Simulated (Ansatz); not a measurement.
The figure comes from a scan of LiTaO$_{3}$ (LiNbO3 type, space group R3c): the cell is scaled evenly about its relaxed volume V₀. These are PBEsol (plane waves to 420 eV, PAW, scalar-relativistic; Ansatz, an electronic-structure program) values and carry that method's errors. k mesh 8×8×8 (Γ-centred), Fermi-Dirac smearing 0.05 eV. Energies are smeared free energies. LiTaO3 is run without spin polarisation. LiTaO3 was relaxed with its symmetry unable to fall. Spin-orbit coupling is left out, though Ta is heavy. The PAW data are Ansatz's earlier set. The zero of ΔE is the relaxed starting cell.

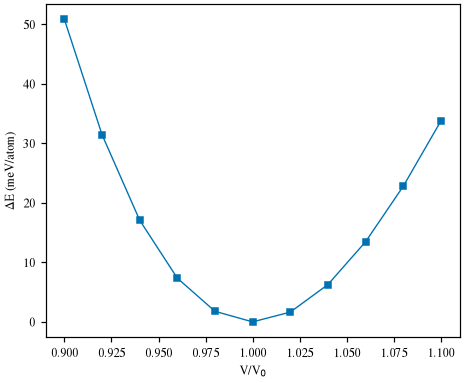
Figure: ΔE (meV/atom) against V/V₀; one marker a computed point.

Task: Read the plotted values off the figure, to the accuracy that the plot allows.

Result: To the nearest 1:

```csv
V/V₀,ΔE (meV/atom)
0.900,51
0.920,31
0.940,17
0.960,7
0.980,2
1.000,0
1.020,2
1.040,6
1.060,13
1.080,23
1.100,34
```

(A scan under strain: stresses follow from slopes of the energy per volume, elastic moduli from its curvatures.)
